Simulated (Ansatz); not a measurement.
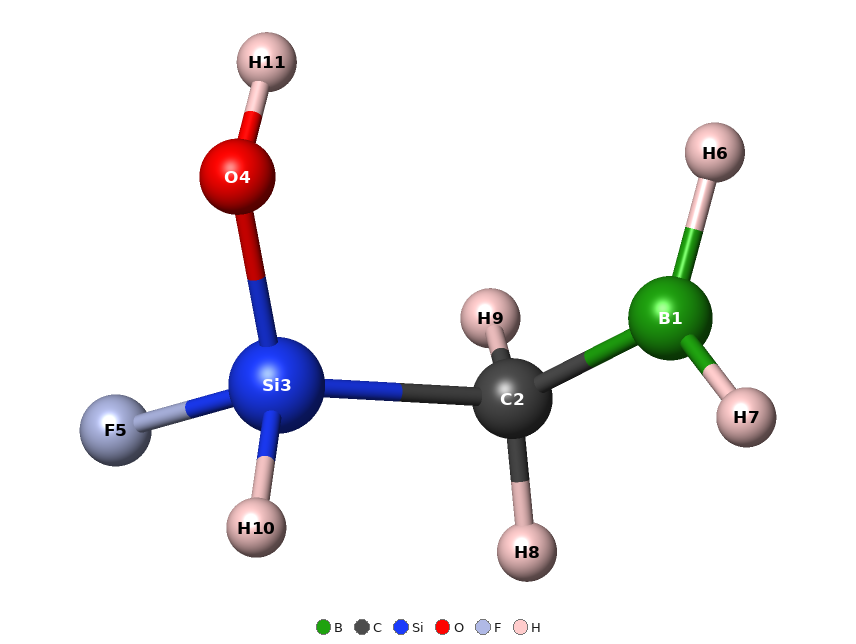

Harmonic vibrations computed with RKS PBE0-D4/def2-TZVP (Ansatz 0.2.0) at a stationary point of the same level.

Q: How many imaginary frequencies does it have?

A: A minimum: no imaginary frequency, and the lowest mode lies at 57 cm⁻¹.

Q: List the wavenumbers.

A: 27 modes: 57, 138, 170, 255, 269, 318, 355, 648, 670, 745, 832, 840, 875, 901, 937, 974, 1043, 1073, 1103, 1257, 1424, 2291, 2575, 2651, 3046, 3110, 3926 cm⁻¹.
